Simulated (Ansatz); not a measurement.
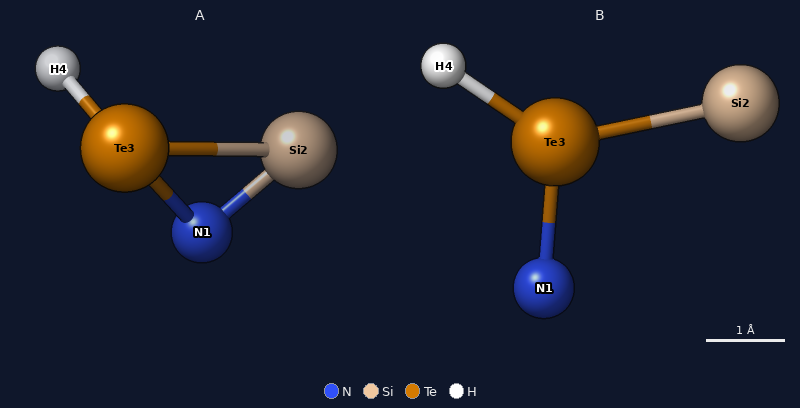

Two geometries of SiNHTe, drawn at one scale. One is the start of a relaxation, the other its converged end. The picture is a ball-and-stick view, seen at a tilt.

Method: RKS PBE0-D4/def2-TZVP (Ansatz 0.2.0). Settings: force threshold 0.005 eV/Å; at most 200 steps.

Which geometry has the lower energy?

Structure A is the relaxed one. It is one of the separated reactants of a reaction. The atom that moves furthest after the best rigid fit is N1 (1.06 Å). Largest moves by element: N 1.06 Å, Te 1.00 Å, Si 0.87 Å, H 0.45 Å. Some distances before and after: N1–Si2 3.486 → 1.641 Å, Si2–Te3 2.447 → 2.628 Å, N1–Te3 1.919 → 2.071 Å, Te3–H4 1.774 → 1.672 Å. New bonds form: N1–Si2 (3.49 → 1.64 Å). Bond angles that change, for instance: N1–Te3–Si2 105.3° → 38.7°, Si2–Te3–H4 133.8° → 97.7°, N1–Te3–H4 120.8° → 98.5°. The energy falls by 565.6 kJ/mol in 16 geometry steps. The largest force component goes from 1.1 to 0.0024 eV/Å. Cost: 45 s on 2 threads of Arm Neoverse V2, on a shared host.
